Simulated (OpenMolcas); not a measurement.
# One shape, several levels: CH5NSi (SMILES C[Si]N)

Wanted: a comparison of 6 runs (B3LYP/6-31G*, B3LYP/def2-SVPD, M06-L/def2-SVPD, PBE0/def2-SVPD, TPSS/def2-SVPD) of CH5NSi. 

The calculation is run with OpenMolcas 26.06.

1 further run of the same task is left out (set aside as unsound or not needed).

### Step 1. Starting point

The species is CH5NSi (8 atoms), meant as a singlet with charge 0. As SMILES, `C[Si]N`. Geometry: relaxed at PBE0-D4/def2-TZVP. This is one conformer, not always the lowest.

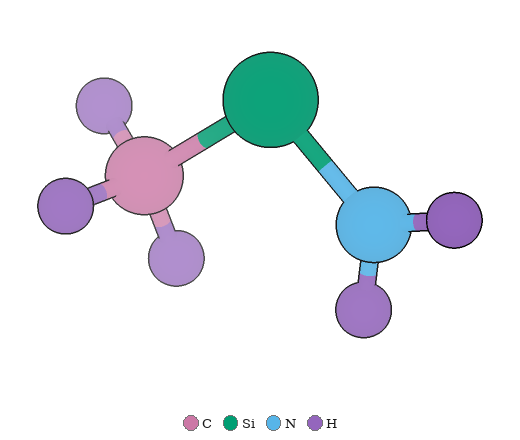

Viewed from a chosen angle; carbon pink, silicon teal, nitrogen blue, hydrogen purple.

### Step 2. Energy and gradient at B3LYP/6-31G(d) (spherical functions) (run 1)

test.input

```
* CH5NSi Kohn-Sham DFT
&GATEWAY
BASLIB=$CurrDir
COORD
8
angstrom
C       -0.660000       0.824700      -0.552100
Si       0.963800       0.653800       0.427700
N        0.932200      -1.034400       0.690700
H       -1.026400      -0.101800      -1.004300
H       -0.562500       1.583400      -1.334100
H       -1.431400       1.195000       0.135900
H        1.651200      -1.501900       1.220100
H        0.225200      -1.675700       0.360300
BASIS=6-31Gs
GROUP=NoSym
&SEWARD
GRIDINPUT
Grid=UltraFine
End of Grid
&SCF
KSDFT=B3LYP
THRESHOLDS=1e-10 1e-07 1e-07 1e-05
PRORBITALS=1 1
&ALASKA
```

The basis set 6-31G* is read from a file made from the Basis Set Exchange's data (not shown).

On the command line:

```sh
$ export MOLCAS_MEM=1860
$ pymolcas test.input > test.log
```

The log of the run:

```text
--- Start Module: gateway ---
[...]
--- Stop Module: gateway /rc=_RC_ALL_IS_WELL_ ---
[...]
      Basis functions           56
[...]
--- Start Module: scf ---
[...]
       Convergence after  13 Iterations
[...]
::    Total KS-DFT energy                            -385.3508390330
[...]
      Total spin, S                                     0.0000000000
[...]
      Total electronic charge=   32.000000
      Total            charge=   -0.000000
[...]
      Dipole Moment (debye):
      Origin of the operator (angstrom)=    0.5243    0.2236    0.2437
                   X= -9.0656E-01               Y= -2.0956E+00               Z= -1.5405E-01           Total=  2.2885E+00
      Quadrupole Moment (debye*angstrom):
[...]
--- Stop Module: scf /rc=_RC_ALL_IS_WELL_ ---
[...]
--- Start Module: alaska ---
[...]
 *              Molecular gradients               *
 **************************************************
  Irreducible representation: a
 ------------------------------------------------------------------------------------------
                              X                       Y                       Z
 ------------------------------------------------------------------------------------------
  C1                2.98937204990857E-03   -8.44755286328436E-04    1.14880814921969E-03
  SI2              -7.11075346917500E-03   -9.64542322563844E-03   -2.34179869133078E-03
  N3                2.16587840798699E-04    3.78299226491841E-03   -4.10793481665728E-04
  H4                1.51489311286190E-03    1.68335560989785E-03    1.42656229090998E-03
  H5                3.11950640342085E-04   -1.14153699608854E-03    1.90509872167777E-03
  H6                2.14955539865791E-03   -6.34589954719544E-04   -5.76301173332627E-04
  H7               -3.51505288652110E-03    2.71248090897958E-03   -2.71188333186112E-03
  H8                3.44344731313218E-03    4.08747667891163E-03    1.56030751635017E-03
[...]
--- Stop Module: alaska /rc=_RC_ALL_IS_WELL_ ---
[...]
```

Run time: 35 s. Hardware: 1 thread of AMD EPYC 7R43 (Zen 3), shared host; peak memory 0.38 GiB.

### Step 3. Energy and gradient at B3LYP/6-31G(d) (Cartesian functions) (run 2)

job.inp

```
>>> EXPORT MOLCAS_PRINT=2
&GATEWAY
BASLIB = $CurrDir
BASISSET
C.6-31Gs....
C1 -0.660000 0.824700 -0.552100 angstrom
End of Basis
BASISSET
Si.6-31Gs....
Si2 0.963800 0.653800 0.427700 angstrom
End of Basis
BASISSET
N.6-31Gs....
N3 0.932200 -1.034400 0.690700 angstrom
End of Basis
BASISSET
H.6-31Gs....
H4 -1.026400 -0.101800 -1.004300 angstrom
H5 -0.562500 1.583400 -1.334100 angstrom
H6 -1.431400 1.195000 0.135900 angstrom
H7 1.651200 -1.501900 1.220100 angstrom
H8 0.225200 -1.675700 0.360300 angstrom
End of Basis
&SEWARD
GRIDINPUT
Grid=UltraFine
End of Grid
&SCF
KSDFT = B3LYP
THRESHOLDS = 1e-10 1e-07 1e-07 1e-05
PRORBITALS = 1 1
&ALASKA
```

The basis set 6-31G* is read from a file made from the Basis Set Exchange's data (not shown).

On the command line:

```sh
$ export MOLCAS_MEM=1860
$ pymolcas job.inp > job.log
```

The log of the run:

```text
--- Start Module: gateway ---
[...]
--- Stop Module: gateway /rc=_RC_ALL_IS_WELL_ ---
[...]
      Basis functions           59
[...]
--- Start Module: scf ---
[...]
       Convergence after  13 Iterations
[...]
::    Total KS-DFT energy                            -385.3544803282
[...]
      Total spin, S                                     0.0000000000
[...]
      Total electronic charge=   32.000000
      Total            charge=   -0.000000
[...]
      Dipole Moment (debye):
      Origin of the operator (angstrom)=    0.5243    0.2236    0.2437
                   X= -9.0496E-01               Y= -2.0888E+00               Z= -1.5431E-01           Total=  2.2816E+00
      Quadrupole Moment (debye*angstrom):
[...]
--- Stop Module: scf /rc=_RC_ALL_IS_WELL_ ---
[...]
--- Start Module: alaska ---
[...]
 *              Molecular gradients               *
 **************************************************
  Irreducible representation: a
 ------------------------------------------------------------------------------------------
                              X                       Y                       Z
 ------------------------------------------------------------------------------------------
  C1                2.88516592402299E-03   -8.52694000963883E-04    1.07491774074520E-03
  SI2              -6.92660721168625E-03   -9.39657692086016E-03   -2.27672778327692E-03
  N3                2.00269746600146E-04    3.49313853245903E-03   -3.68028110497853E-04
  H4                1.49611849368148E-03    1.62738415793973E-03    1.40932273204419E-03
  H5                3.18374698426167E-04   -1.10039269734719E-03    1.86517650918328E-03
  H6                2.10417506818894E-03   -6.14467858888856E-04   -5.37479404630670E-04
  H7               -3.48426335798235E-03    2.73647805548372E-03   -2.69710431133730E-03
  H8                3.40676663874051E-03    4.10713073218449E-03    1.52992262777674E-03
[...]
--- Stop Module: alaska /rc=_RC_ALL_IS_WELL_ ---
[...]
```

It took 38 s on 1 thread of AMD EPYC 7R43 (Zen 3), shared host; peak memory 0.39 GiB.

Runs 3 to 5 aren't shown in full; the table further down has their settings and results.

### Step 4. Energy and forces at TPSS/def2-SVPD (run 6)

job.inp

```
&GATEWAY
BasLib = $CurrDir
Coord
8
angstrom
C       -0.660000       0.824700      -0.552100
Si       0.963800       0.653800       0.427700
N        0.932200      -1.034400       0.690700
H       -1.026400      -0.101800      -1.004300
H       -0.562500       1.583400      -1.334100
H       -1.431400       1.195000       0.135900
H        1.651200      -1.501900       1.220100
H        0.225200      -1.675700       0.360300
Basis = def2-SVPD
Group = NoSym
&SEWARD
GridInput
Grid=UltraFine
End of Grid
&SCF
KSDFT = 2
1.0 MGGA_X_TPSS
1.0 MGGA_C_TPSS
Thresholds = 1e-10 1e-07 1e-07 1e-05
PrOrbitals = 1 2
&ALASKA
```

The basis set def2-SVPD is read from a file made from the Basis Set Exchange's data (not shown).

On the command line:

```sh
$ export MOLCAS_MEM=1860
$ pymolcas job.inp > job.log
```

The log of the run:

```text
--- Start Module: gateway ---
[...]
--- Stop Module: gateway /rc=_RC_ALL_IS_WELL_ ---
[...]
      Basis functions          104
[...]
--- Start Module: scf ---
[...]
       Convergence after  14 Iterations
[...]
::    Total KS-DFT energy                            -385.2365241106
[...]
      Total spin, S                                     0.0000000000
[...]
      Total electronic charge=   32.000000
      Total            charge=   -0.000000
[...]
      Dipole Moment (debye):
      Origin of the operator (angstrom)=    0.5243    0.2236    0.2437
                   X= -8.5434E-01               Y= -1.9132E+00               Z= -1.6797E-01           Total=  2.1020E+00
      Quadrupole Moment (debye*angstrom):
[...]
--- Stop Module: scf /rc=_RC_ALL_IS_WELL_ ---
[...]
--- Start Module: alaska ---
[...]
 *              Molecular gradients               *
 **************************************************
  Irreducible representation: a
 ------------------------------------------------------------------------------------------
                              X                       Y                       Z
 ------------------------------------------------------------------------------------------
  C1               -1.81806096338466E-03    2.50681935336283E-04   -9.02887599155022E-04
  SI2              -7.05085730442612E-03   -1.62184412752939E-02   -1.44195926409996E-03
  N3               -2.40460273942866E-04    4.86719271400293E-03   -9.66463400376982E-04
  H4                3.01953396363253E-03    6.23905125135504E-03    3.26346236258690E-03
  H5                7.20145713914433E-05   -4.92763681385266E-03    5.49826971467438E-03
  H6                5.43995934403618E-03   -2.41855604063423E-03   -3.85518955693476E-03
  H7               -6.09719561165400E-03    4.97848345546847E-03   -4.64475003569209E-03
  H8                6.67506627433756E-03    7.22922477367138E-03    3.04951777899698E-03
[...]
--- Stop Module: alaska /rc=_RC_ALL_IS_WELL_ ---
[...]
```

It took 71 s on 1 thread of AMD EPYC 7R43 (Zen 3), shared host; peak memory 0.59 GiB.

### Step 5. Overview of the runs

```
run                               level  Cartesian functions  energy (Eh)  dipole moment (D)  HOMO energy (eV)  LUMO energy (eV)  wall time
  1  B3LYP/6-31G* (spherical functions)                   no  -385.350839               2.29             -5.64             -0.99       35 s
  2  B3LYP/6-31G* (Cartesian functions)                  yes  -385.354480               2.28             -5.64             -0.99       38 s
  3                     B3LYP/def2-SVPD                   no  -385.225790               1.92             -5.89             -1.29       63 s
  4                     M06-L/def2-SVPD                   no  -385.178919               2.09             -5.12             -1.71       84 s
  5                      PBE0/def2-SVPD                   no  -384.964172               2.03             -6.05             -1.10       61 s
  6                      TPSS/def2-SVPD                   no  -385.236524               2.10             -5.11             -1.87       71 s
```

### Step 6. Outcome

```
                       quantity          value
            run 6: total energy  -385.23652 Eh
           run 6: dipole moment         2.10 D
             run 6: HOMO energy       -5.11 eV
             run 6: LUMO energy       -1.87 eV
           run 6: HOMO–LUMO gap        3.25 eV
run 6: largest force on an atom     0.912 eV/Å
```

The dipole moment (its size) runs from 1.92 D (B3LYP/def2-SVPD) to 2.29 D (B3LYP/6-31G*). The HOMO–LUMO gap runs from 3.25 eV (TPSS/def2-SVPD) to 4.95 eV (PBE0/def2-SVPD). Totals of different functionals can't be ranked against each other. All runs together took 5.8 min, the longest 84 s.
